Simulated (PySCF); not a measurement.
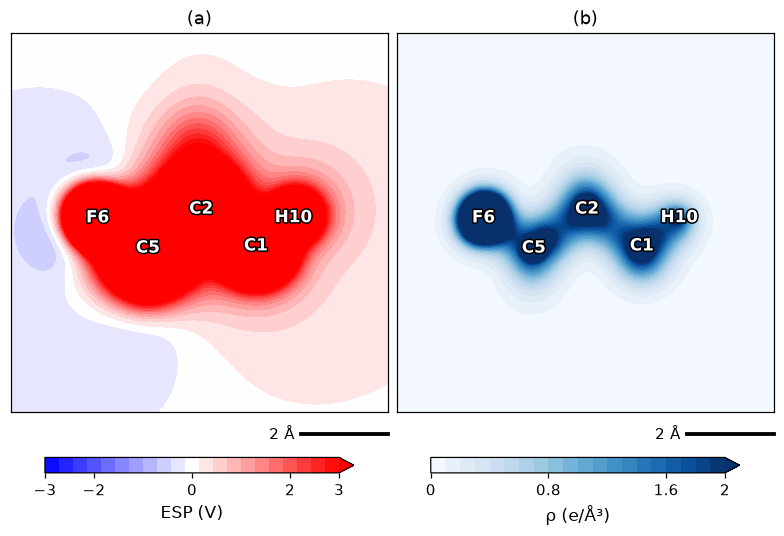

The picture shows: C3H6F4Si. (a) molecular electrostatic potential; (b) total electron density on the plane of atoms C2, C5 and F6.

Geometry: GFN2-xTB.

Computed with PBE0/pcSseg-1, SCF density, gas phase, non-relativistic in PySCF 2.14.0.

```
atom    x (Å)    y (Å)    z (Å)
   C   0.1501   1.2516  -0.8967
   C  -0.1832   0.2947   0.2354
   F  -0.9633   0.9708   1.1732
  Si  -1.1717  -1.2843  -0.2918
   C   1.0880  -0.1101   0.9588
   F   0.8518  -0.9157   2.0036
   F   1.8107   0.9170   1.4224
   F   1.8961  -0.7992   0.1299
   H   0.7771   0.7489  -1.6281
   H  -0.7698   1.5747  -1.3769
   H   0.6739   2.1289  -0.5179
   H  -1.4703  -2.0277   0.9243
   H  -0.3221  -2.0105  -1.2312
   H  -2.3680  -0.7395  -0.9272
```

Q: Read the bonding off the picture.

A: The section cuts through C, F and H sites. C–F (1.34 Å): the density is about 2.4 e/Å³ at the midpoint. C–C (1.52 Å): ρ is about 1.8 e/Å³ halfway. C–H (1.09 Å): the density is about 2 e/Å³ at the midpoint. Outside the dense part of the molecule the potential is most negative (−0.6 V) near F6.
